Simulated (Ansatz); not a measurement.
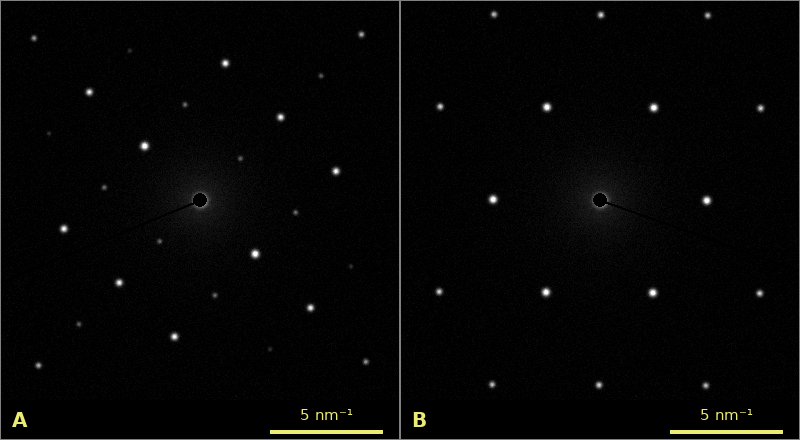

Kinematic electron diffraction patterns (120 kV, B = 0.5 Å², same scale, each along a low-index zone) of two structures of composition NaSb2, each relaxed at zero pressure with DFT PBE, scalar-relativistic, plane waves, PAW (Ansatz).

The structures (standard cells):
1. I4/mcm (No. 140), a = 7.690 Å, c = 5.753 Å, 12 atoms; generated start, possibly hypothetical
2. R-3m (No. 166), a = 4.160 Å, c = 19.133 Å (hexagonal axes), 9 atoms; generated start, possibly hypothetical

**Which pattern belongs to which structure, and along which zone?**

A is structure 1 along [100] or an equivalent direction: rectangular net of 0 2 0 at d = 3.84 Å and 0 0 2 at d = 2.88 Å, 90.0° apart (some points of this net are extinct or too weak to see). B is structure 2 along [001]: hexagonal net of 2 -1 0 at d = 2.08 Å and 1 1 0 at d = 2.08 Å, 60.0° apart.

**Which structure lies lowest at this level of theory, and by how much?**

Structure 2 (R-3m, 31.86 Å³ an atom) is the lowest of these; structure 1 (I4/mcm, 28.35 Å³ an atom) lies about 95 meV an atom higher. These are static energies at 0 K; other structures, not shown, may lie lower still.
